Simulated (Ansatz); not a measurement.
# BCCD(T)/6-31G(d) (spherical functions) run of C2H5AlBN (SMILES B[C]1=C[NH][AlH]1)

Aim: the vertical singlet–triplet gap of C2H5AlBN at BCCD(T)/6-31G* (spherical functions), from 2 runs. 

Program for the calculation: Ansatz 0.2.0.

127 further runs of the same task are left out: 127 set aside as unsound or not needed.

## (1) The molecule

C2H5AlBN has 10 atoms, charge 0, and is taken as a singlet. As SMILES, `B[C]1=C[NH][AlH]1`. Geometry: relaxed at PBE0-D4/def2-TZVP.

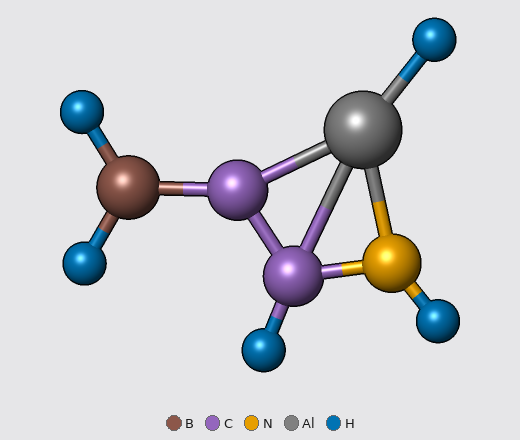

The structure, seen from a chosen angle (boron brown, carbon purple, nitrogen amber, aluminium grey, hydrogen blue).

## (2) A single-point energy at BCCD(T)/6-31G(d) (spherical functions)

job.yaml reads:

```yaml
crystal:
  periodic: [false, false, false]
  atoms:
    - symbol: B
      position_ang: [-1.253000, 0.576700, -1.418700]
    - symbol: C
      position_ang: [-0.143800, 0.242800, -0.478800]
    - symbol: C
      position_ang: [-0.315000, -0.471300, 0.702300]
    - symbol: "N"
      position_ang: [0.820900, -0.673500, 1.422800]
    - symbol: Al
      position_ang: [1.688500, 0.264900, 0.080500]
    - symbol: H
      position_ang: [-2.375700, 0.217000, -1.161700]
    - symbol: H
      position_ang: [-1.076200, 1.195400, -2.432600]
    - symbol: H
      position_ang: [-1.273000, -0.859200, 1.061700]
    - symbol: H
      position_ang: [0.792000, -1.179400, 2.289700]
    - symbol: H
      position_ang: [3.218400, 0.635500, -0.062200]
basis:
  gaussian: {orbitals: 6-31G_st_-spherical.json}
correlation: {method: bccd_t, frozen_orbitals: {Al: 5, B: 1, C: 1, H: 0, "N": 1}}
scf: {omitted_lower_state_checks: [cluster_reference, increment]}
accuracy: high
```

The basis set 6-31G* is read from a file made from the Basis Set Exchange's data (not shown).

Launch:

```bash
ansatz run job.yaml --threads 1 --pin off --max-ram 3480MiB --events-out events.jsonl --progress --plain --runs-dir runs
```

Log, shortened:

```text
Warning: RAYON_NUM_THREADS=1 ignored (pool sized by the plan → 1); use --threads N
Functional definition: HF
  name "HF"
[...]
2027 factors; integrals over basis functions are off by at most 3.5e-9 eV
[...]
mean field -10874.93138251 eV, -399.6463570139 hartree, gradient 1.4e-8 eV, S^2 0.000000; 0 other end points of the search recorded, 0 dependent functions left out
9 core orbitals not correlated: weight in the atoms' cores, before any rotation towards them, 1.000 or more for the frozen orbitals, at most 0.000 for the correlated occupied ones
reference -10874.93138251 eV, -399.6463570139 hartree; 12, 12 occupied and 63, 63 virtual orbitals, 2027 factors
second order -14.49032779 eV of doubles, -0.00000000 eV of singles
cycle   1  -14.93084719 eV  change   -4.4e-1 eV  update   1.1e-1
[...]
cycle  24  -15.47299791 eV  change    1.4e-9 eV  update   1.9e-9
perturbative correction -0.65540221 eV, -0.0240855871 hartree
Total energy: -10891.05978263 eV, -400.2390647861 hartree
Checks for a lower state left out: cluster_reference, increment
```

Run time: 25 s. Hardware: 1 thread of Arm Neoverse V1, shared host; peak memory 0.62 GiB.

## (3) The triplet at the same level

job.yaml reads:

```yaml
crystal:
  periodic: [false, false, false]
  atoms:
    - {symbol: B, position_ang: [-1.253000, 0.576700, -1.418700]}
    - {symbol: C, position_ang: [-0.143800, 0.242800, -0.478800]}
    - {symbol: C, position_ang: [-0.315000, -0.471300, 0.702300]}
    - {symbol: N, position_ang: [0.820900, -0.673500, 1.422800]}
    - {symbol: Al, position_ang: [1.688500, 0.264900, 0.080500]}
    - {symbol: H, position_ang: [-2.375700, 0.217000, -1.161700]}
    - {symbol: H, position_ang: [-1.076200, 1.195400, -2.432600]}
    - {symbol: H, position_ang: [-1.273000, -0.859200, 1.061700]}
    - {symbol: H, position_ang: [0.792000, -1.179400, 2.289700]}
    - {symbol: H, position_ang: [3.218400, 0.635500, -0.062200]}
basis:
  gaussian:
    orbitals: 6-31G_st_-spherical.json
correlation:
  method: bccd_t
  frozen_orbitals: {Al: 5, B: 1, C: 1, H: 0, "N": 1}
scf:
  omitted_lower_state_checks: [cluster_reference, increment]
accuracy: high
magnetization:
  spin_polarized: true
  initial_magnetization: 2
```

The basis set 6-31G* is read from a file made from the Basis Set Exchange's data (not shown).

Launch:

```bash
ansatz run job.yaml --threads 1 --pin off --max-ram 3480MiB --events-out events.jsonl --progress --plain --runs-dir runs
```

Log, shortened:

```text
Warning: RAYON_NUM_THREADS=1 ignored (pool sized by the plan → 1); use --threads N
[... 2 set-up lines as earlier in the session ...]
[...]
2027 factors; integrals over basis functions are off by at most 3.5e-9 eV
[...]
mean field -10872.46964629 eV, -399.5558898765 hartree, gradient 4.2e-8 eV, S^2 2.021661; 5 other end points of the search recorded, 0 dependent functions left out
9 core orbitals not correlated: weight in the atoms' cores, before any rotation towards them, 1.000 or more for the frozen orbitals, at most 0.000 for the correlated occupied ones
reference -10872.46964629 eV, -399.5558898765 hartree; 13, 11 occupied and 62, 64 virtual orbitals, 2027 factors
second order -13.78307737 eV of doubles, -0.00000000 eV of singles
cycle   1  -14.49616392 eV  change   -7.1e-1 eV  update   1.2e-1
[...]
cycle  30  -15.07865845 eV  change    1.6e-9 eV  update   2.7e-9
perturbative correction -0.60434269 eV, -0.0222091843 hartree
Total energy: -10888.15264743 eV, -400.1322295382 hartree
Checks for a lower state left out: cluster_reference, increment
```

Wall time 91 s (1 thread of Arm Neoverse V1, shared host); peak memory 1.2 GiB.

## (4) Summary of results

Level: BCCD(T)/6-31G* (spherical functions), 9 core orbitals frozen.

```
                                            quantity          value
                               singlet: total energy  -400.23906 Eh
singlet: correlation energy (9 core orbitals frozen)     -592.7 mEh
                             singlet: (T) correction     -24.09 mEh
                               triplet: total energy  -400.13223 Eh
triplet: correlation energy (9 core orbitals frozen)     -576.3 mEh
                             triplet: (T) correction     -22.21 mEh
          triplet: ⟨S²⟩ of the reference determinant          2.022
    vertical energy of the triplet above the singlet       2.907 eV
```

In words: At this shape the triplet lies 2.91 eV (280 kJ/mol) above the singlet. The triples (singlet) make up 4.1 % of the correlation energy. The triples (triplet) make up 3.9 % of the correlation energy.
